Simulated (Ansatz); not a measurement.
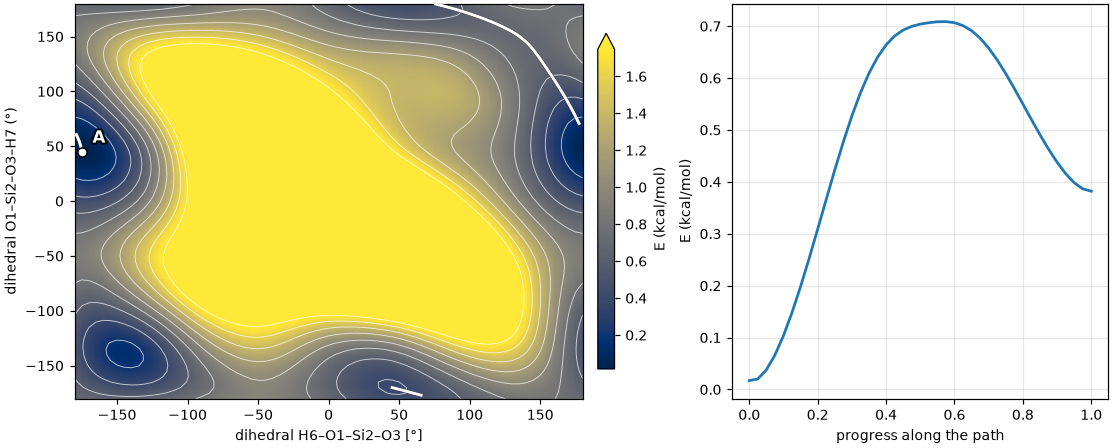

BrClH₂O₂Si, SMILES O[Si](O)(Cl)Br. The first coordinate is: dihedral H6–O1–Si2–O3; the second: dihedral O1–Si2–O3–H7. Nothing is relaxed (all other coordinates rigid). Grid: 8 × 8 points. Points are written as (first, second). Energies are in kcal/mol, from the relaxed molecule at the same level. Theory: RKS wB97X-V/def2-SVP in Ansatz 0.2.0.

The picture shows a smooth colour map with a few white contour lines, a line along the lowest path, one colour for all values above the top of the scale, the energy along the path at the right, the start A. Between grid points the surface is interpolated.

**Describe the path and its barrier.**

The easiest path leads from the well at (−180°, 45°) to the well at about (45°, −170°), about 0.36 kcal/mol higher (on a rigid scan; wells that are mirror images or exchange like atoms can differ by this much). Its highest point lies about 0.69 kcal/mol above the bottom of the first well on the interpolated surface, at about (130°, 155°). Seen from the upper well the barrier is about 0.33 kcal/mol. The start is the relaxed structure and all else is held, so a fully relaxed path at this level can only be lower.
